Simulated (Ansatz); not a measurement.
# Decaying states in the gap of Cs2SnN2, part 3 of 5

Wanted: the relaxed cell of Cs2SnN2, its band edges and its decay constants. It is built by putting Cs for Li, Sn for Hf in the Li2HfN2 structure of space group P-3m1, with the volume rescaled by atomic radii. The parent structure comes from the Materials Project.

Ansatz 0.2.0; LDA DFT, plane waves, PAW files (the session's first sound run).

So far, gap on path (eV): step 3 (the bulk crystal and its band edges) 0.356.

The structure was built from a prototype and need not be the compound's stable phase.

## 6. Band edges at another level, cutoff 1142.88 eV

This step: LDA DFT, plane waves, norm-conserving files (Ansatz 0.2.0).

The edges again with norm-conserving files, at the same atoms. Against that run the cutoff is 1143 eV against 420.

input.yaml

```yaml
crystal:
  lattice:
    - [3.4643778904, 0.0, 0.0]
    - [-1.7321889452, 3.0002392614, 0.0]
    - [0.0, 0.0, 10.0321264574]
  atoms:
    - { symbol: Cs, position: [0.6666666667, 0.3333333333, 0.3016831524] }
    - { symbol: Cs, position: [0.3333333333, 0.6666666667, 0.6983168476] }
    - { symbol: Sn, position: [0.0, 0.0, 0.0] }
    - { symbol: "N", position: [0.6666666667, 0.3333333333, 0.8881681458] }
    - { symbol: "N", position: [0.3333333333, 0.6666666667, 0.1118318542] }
kpoints:
  mp_grid: { grid: [8, 8, 4] }
  band_path: { path: [VBM, CBM], npoints: 30 }
scf:
  occupations: { method: fixed }
hamiltonian:
  xc: lda
  pseudopotentials: { kind: nc }
output:
  eigenvalues: true
```

Run with:

```bash
$ ansatz run input.yaml --threads 2 --pin off --max-ram 4096MiB --backend cpu --events-out ev --progress --plain --runs-dir out
```

Log:

```text
[...]
Crystal: 5 atoms, lattice volume = 104.274 Å³
Basis set: ecut = 1142.878222 eV, 9235 PW (Γ)
Bands: 26, of which v1, the nominal top of the filled ones, is band 21 counted from 1 (20 counted from 0)
Symmetry: 12 space group operations
[...]
k-points: 35 of 256
[...]
SCF iter   1: F=—  HF=-4001.916591 eV  |F-HF|=—  |Δ(HF+E_count)|=         —  Δρ=2.13e-1  dr2=4.93e2  ethr=3.10e-3  ⟨swp⟩=6.5  Hψ=4519  notcnv=0  defer=97
[...]
SCF iter  11: F=-3976.872229 eV  HF=-3976.872229 eV  |F-HF|=2.66e-10  |Δ(HF+E_count)|=   2.51e-8  Δρ=1.53e-6  dr2=2.42e-9  ethr=2.38e-10  ⟨swp⟩=13.4  Hψ=4839  notcnv=0
SCF 1 converged in 11 iterations: F = -3976.872229 eV  dr2 = 2.42e-9
[...]
SCF converged after 11 iterations
Free energy (F): -3976.872229 eV
[...]
Internal energy: -3976.872229 eV  (E = F + TS)
E sigma→0 (E₀):  -3976.872229 eV
Fermi energy:    10.484795 eV
[...]
--- Band table (eV; the first three rows and the last of 35) ---
  k-point 0: bands = [... 17 lower, 9.6098, 9.9262, 9.9262, 10.3448, 10.8471, 12.8633, 12.9043, 13.7407, ... 1 higher]
  k-point 1: bands = [... 17 lower, 9.6103, 9.9257, 9.9257, 10.0196, 11.2647, 12.5170, 12.9881, 13.6280, ... 1 higher]
  k-point 2: bands = [... 17 lower, 9.6109, 9.8190, 9.9251, 9.9251, 11.6987, 12.1033, 13.0867, 13.5347, ... 1 higher]
  k-point 34: bands = [... 17 lower, 7.5322, 7.8819, 10.0937, 10.1427, 12.7130, 13.4592, 13.5869, 14.1558, ... 1 higher]
```

Elapsed: 41 s, on 2 threads of Intel Xeon Platinum 8175M at 2.50GHz (Skylake/Cascade Lake), shared host; peak memory 0.67 GiB; 82 s of CPU time.

Numbers from this step:

```yaml
free_energy: -3976.8722 eV
fermi_energy: 10.48 eV
gap_on_the_k_mesh: 0.3623 eV
gap_on_path: 0.3430 eV, by band count; negative where bands overlap
direct_gap_on_path: 0.5023 eV
```

Electronic bands along the path, in eV, zero at the Fermi level (highest filled level under fixed occupations); v1 is the highest filled band, c1 the lowest empty one:

| point | v4 | v3 | v2 | v1 | c1 | c2 | c3 | c4 |
| --- | --- | --- | --- | --- | --- | --- | --- | --- |
| VBM | -1.56 | -0.73 | -0.63 | 0.02 | 1.18 | 2.75 | 3.07 | 3.43 |
| CBM | -0.88 | -0.56 | -0.56 | -0.14 | 0.36 | 2.38 | 2.42 | 3.26 |

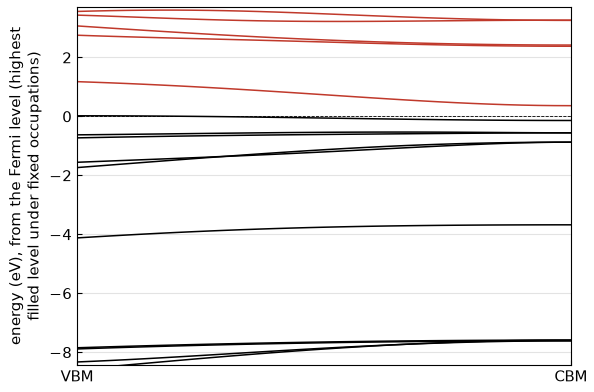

Electronic bands along the path; lines of filled and empty bands in two colours.

The searched edges give 0.343 eV, against 0.362 eV on the mesh.

## 7. Complex bands at another level, cutoff 1142.88 eV

This step: LDA DFT, plane waves, norm-conserving files; complex bands by layer matching along the plane's normal (Ansatz 0.2.0).

The complex bands at that level, over its own gap, at (0, 0) and (-0.0885, 0).

input.yaml

```yaml
crystal:
  lattice:
    - [3.46437789, 0.0, 0.0]
    - [0.0, 10.032126457, 0.0]
    - [1.732188945, 0.0, 3.000239261]
  atoms:
    - { symbol: Cs, position: [0.6666666667, 0.3016831524, 0.6666666667] }
    - { symbol: Cs, position: [0.3333333333, 0.6983168476, 0.3333333333] }
    - { symbol: Sn, position: [0.0, 0.0, 0.0] }
    - { symbol: "N", position: [0.6666666667, 0.8881681458, 0.6666666667] }
    - { symbol: "N", position: [0.3333333333, 0.1118318542, 0.3333333333] }
kpoints:
  mp_grid: { grid: [8, 4, 8] }
scf:
  occupations: { method: fixed }
hamiltonian:
  xc: lda
  pseudopotentials: { kind: nc }
output:
  eigenvalues: true
  transmission:
    leads: [[0, 0]]
    kpoints: [[0.0, 0.0], [-0.0885, 0.0]]
    e_range: [-1.0, 1.34]
    de: 0.05
```

Log:

```text
[...]
Crystal: 5 atoms, lattice volume = 104.274 Å³
Basis set: ecut = 1142.878222 eV, 9235 PW (Γ)
Bands: 26, of which v1, the nominal top of the filled ones, is band 21 counted from 1 (20 counted from 0)
Symmetry: 12 space group operations
[...]
k-points: 35 of 256
[...]
SCF iter   1: F=—  HF=-4001.916755 eV  |F-HF|=—  |Δ(HF+E_count)|=         —  Δρ=2.13e-1  dr2=4.93e2  ethr=3.10e-3  ⟨swp⟩=6.4  Hψ=4509  notcnv=0  defer=95
[...]
SCF iter  11: F=-3976.872229 eV  HF=-3976.872229 eV  |F-HF|=1.73e-11  |Δ(HF+E_count)|=   1.73e-8  Δρ=1.33e-6  dr2=2.03e-9  ethr=2.38e-10  ⟨swp⟩=13.7  Hψ=4816  notcnv=0
SCF 1 converged in 11 iterations: F = -3976.872229 eV  dr2 = 2.03e-9
transmission: 7 of 14 steps passed
transmission: 14 of 14 steps passed
SCF converged after 11 iterations
Free energy (F): -3976.872229 eV
[...]
Internal energy: -3976.872229 eV  (E = F + TS)
E sigma→0 (E₀):  -3976.872229 eV
Fermi energy:    10.484791 eV
[...]
--- Band table (eV; the first three rows and the last of 35) ---
  k-point 0: bands = [... 17 lower, 9.6098, 9.9262, 9.9262, 10.3448, 10.8470, 12.8633, 12.9043, 13.7407, ... 1 higher]
  k-point 1: bands = [... 17 lower, 9.2298, 9.5223, 10.1153, 10.4848, 11.5028, 13.0949, 13.3254, 13.8019, ... 1 higher]
  k-point 2: bands = [... 17 lower, 8.6462, 9.2372, 10.2243, 10.3007, 11.6267, 12.8677, 13.1213, 13.6588, ... 1 higher]
  k-point 34: bands = [... 17 lower, 7.5322, 7.8819, 10.0937, 10.1427, 12.7130, 13.4592, 13.5869, 14.1558, ... 1 higher]
--- Transmission ---
  basis      : 837 plane waves across, 7 finite elements along
  points     : 2, as listed
[...]
crystal 0  : Sn1Cs2N2, at the sites [0, 0], period 3.0002 Å: whole cells are its period
[...]
channels       : 0.000000e0 a spin
[...]
slowest decay  : 0.0856 /Å at (0.0000, 0.0000)
```

It took 11 min on 2 threads; peak memory 3.2 GiB; 19 min of CPU time.

This step gave:

| Property | Result |
| --- | --- |
| level to which the leads are filled | 0.1811 eV from the Fermi level |
| decay constant at the filling level, zone centre | 0.08565 Å⁻¹ |
| decay constant at the filling level, slowest listed point | 0.0856 Å⁻¹ |

K parallel (0, 0); values up to 1.5 1/Å, a degenerate pair printed once or twice; energies at which all values exceed this have no row. Table of Im kz of the slowest decaying states by energy, zero at the highest filled level on the SCF mesh:

| energy (eV) | decay 1 (Å⁻¹) | decay 2 (Å⁻¹) | decay 3 (Å⁻¹) | decay 4 (Å⁻¹) |
| --- | --- | --- | --- | --- |
| -1.000 | 0.107 | 0.275 | 0.305 | 0.637 |
| -0.800 | 0.0532 | 0.0801 | 0.283 | 0.309 |
| -0.600 | 0.0713 | 0.0777 | 0.254 | 0.327 |
| -0.400 | 0.110 | 0.210 | 0.333 | 0.496 |
| -0.200 | 0.108 | 0.143 | 0.271 | 0.331 |
| 0.000 | 0.123 | 0.178 | 0.322 | 0.463 |
| 0.200 | 0.0857 | 0.199 | 0.210 | 0.310 |
| 0.400 | 0.231 | 0.263 | 0.295 | 0.423 |
| 0.600 | 0.246 | 0.272 | 0.303 | 0.369 |
| 0.800 | 0.236 | 0.256 | 0.303 | 0.334 |
| 1.000 | 0.174 | 0.210 | 0.262 | 0.360 |
| 1.200 | 0.0985 | 0.266 | 0.362 | 0.382 |

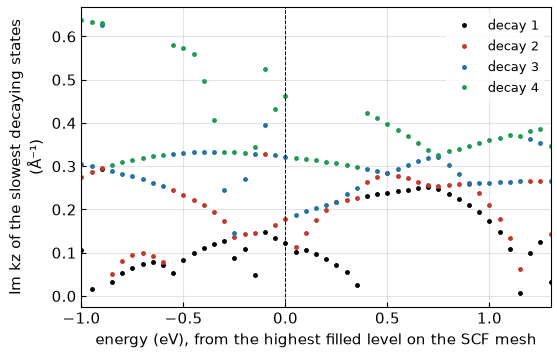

Im kz of the slowest decaying states, plotted against energy.

K parallel (0, 0). Re kz of states that move upwards against energy, zero at the highest filled level on the SCF mesh:

| energy (eV) | channel 1 (Å⁻¹) | channel 2 (Å⁻¹) | channel 3 (Å⁻¹) | channel 4 (Å⁻¹) |
| --- | --- | --- | --- | --- |
| -1.0000 | -0.281 | -0.129 | -0.0797 | - |
| -0.7500 | -0.825 | -0.167 | - | - |
| -0.5000 | -0.692 | 0.107 | - | - |
| -0.2500 | -0.563 | - | - | - |
| 0.0000 | -0.337 | 0.262 | - | - |
| 0.2500 | - | - | - | - |
| 0.5000 | 0.0885 | - | - | - |
| 0.7500 | 0.167 | - | - | - |
| 1.0000 | 0.254 | - | - | - |
| 1.2500 | -0.869 | 0.696 | - | - |

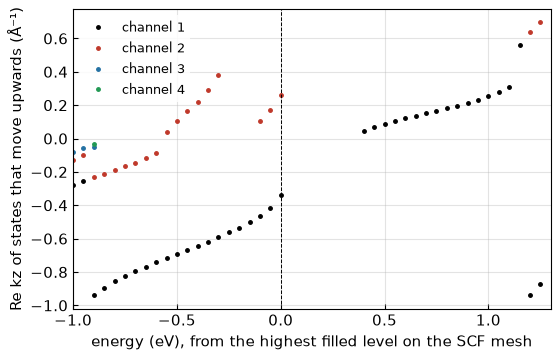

Re kz of states that move upwards, plotted against energy.

K parallel (-0.0885, 0); values up to 1.5 1/Å, a degenerate pair printed once or twice; energies at which all values exceed this have no row. The Im kz of the slowest decaying states by energy, zero at the highest filled level on the SCF mesh:

| energy (eV) | decay 1 (Å⁻¹) | decay 2 (Å⁻¹) | decay 3 (Å⁻¹) | decay 4 (Å⁻¹) |
| --- | --- | --- | --- | --- |
| -1.0000 | 0.0562 | 0.286 | 0.305 | 0.440 |
| -0.7500 | 0.0569 | 0.342 | 0.404 | 0.499 |
| -0.5000 | 0.339 | 0.362 | 0.398 | 0.616 |
| -0.2500 | 0.111 | 0.209 | 0.243 | 0.409 |
| 0.0000 | 0.155 | 0.305 | 0.437 | 0.494 |
| 0.2500 | 0.176 | 0.232 | 0.327 | 0.446 |
| 0.5000 | 0.176 | 0.302 | 0.324 | 0.445 |
| 0.7500 | 0.248 | 0.302 | 0.346 | 0.439 |
| 1.0000 | 0.255 | 0.281 | 0.375 | 0.377 |
| 1.2500 | 0.132 | 0.283 | 0.302 | 0.389 |

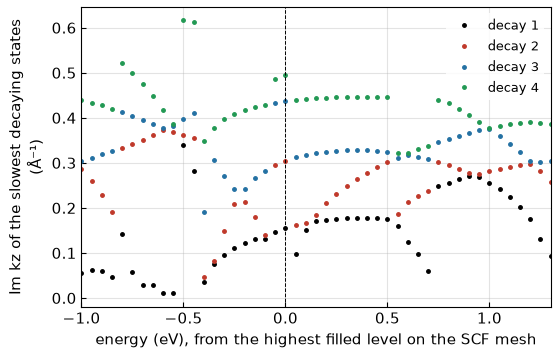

Im kz of the slowest decaying states against energy.

K parallel (-0.0885, 0). The Re kz of states that move upwards by energy, zero at the highest filled level on the SCF mesh:

| energy (eV) | channel 1 (Å⁻¹) | channel 2 (Å⁻¹) | channel 3 (Å⁻¹) | channel 4 (Å⁻¹) |
| --- | --- | --- | --- | --- |
| -1.0000 | -0.427 | - | - | - |
| -0.7500 | -0.294 | -0.0677 | 0.210 | - |
| -0.5000 | -0.734 | -0.193 | 0.0316 | 0.454 |
| -0.2500 | -0.599 | - | - | - |
| 0.0000 | -0.356 | 0.190 | - | - |
| 0.2500 | - | - | - | - |
| 0.5000 | - | - | - | - |
| 0.7500 | 0.0422 | - | - | - |
| 1.0000 | 0.186 | - | - | - |
| 1.2500 | 0.343 | - | - | - |

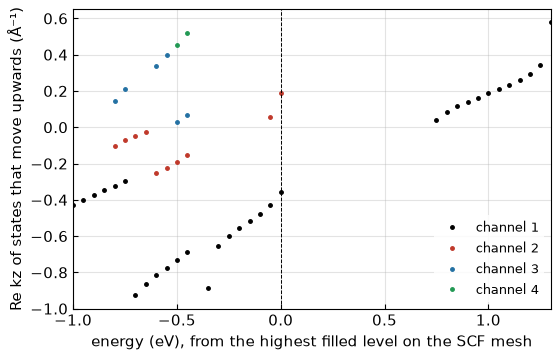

Re kz of states that move upwards, plotted against energy.

At the listed wavevectors the last open channel is at +0.00 eV and the next at +0.40 eV on the grid. At +0.20 eV, the grid energy nearest the filling level (the middle of the gap on the SCF mesh), the slowest state at the listed wavevectors decays with κ = 0.0856 Å⁻¹, its amplitude falling by e over 12 Å; the first such run, plane (100), gave 0.0893 Å⁻¹ over as many of its listed wavevectors.

[end of part 3 of 5]

[Logs are printed without paths, hosts, clocks, repeated set-up lines and the standing remarks that a program may print on its own settings, such as how far it seeks lower states.]

[Hosts, paths, dates, database ids (printed as entryN), source tags and the programs' standing remarks are cut or masked in the printed files.]
